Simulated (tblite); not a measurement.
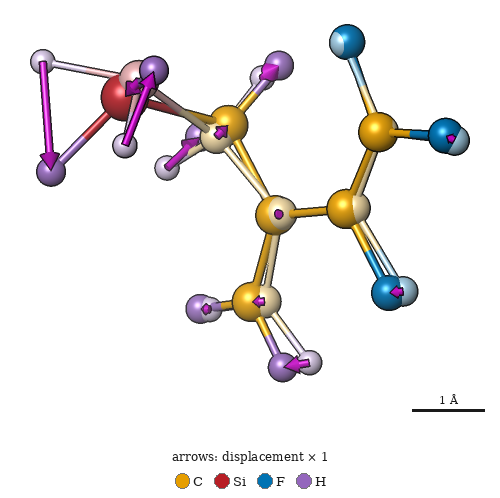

A relaxation of C$_{5}$H$_{6}$F$_{3}$Si (multiplicity 2). The starting structure is drawn faded, the final one solid; purple arrows show the displacements, at their true length. The two geometries are superimposed by the best rigid fit.

A ball-and-stick model, seen at a tilt.

Level of theory: tblite 0.8.0, GFN2-xTB geometry optimisation, gas phase. 

### Describe the change and its energy.

The largest move after the best rigid fit is that of an H atom, 1.59 Å. By element the largest moves are H 1.59 Å, Si 0.34 Å, C 0.24 Å, F 0.20 Å. Near-neighbour distances that change, for instance: C–Si 1.846 → 1.911 Å, C–H 1.135 → 1.087 Å, C–F 1.375 → 1.329 Å, H–Si 1.495 → 1.453 Å. Bond angles that change, for instance: C–C–C 128.2° → 118.6°, C–C–Si 115.6° → 107.5°, C–C–C 115.1° → 122.2°. Groups turn about C–Si by about 85°, C–C by about 25°. The energy falls by 0.572 eV in 133 geometry steps. The run took 0.86 s on 1 thread of Arm Neoverse V2 (shared host).
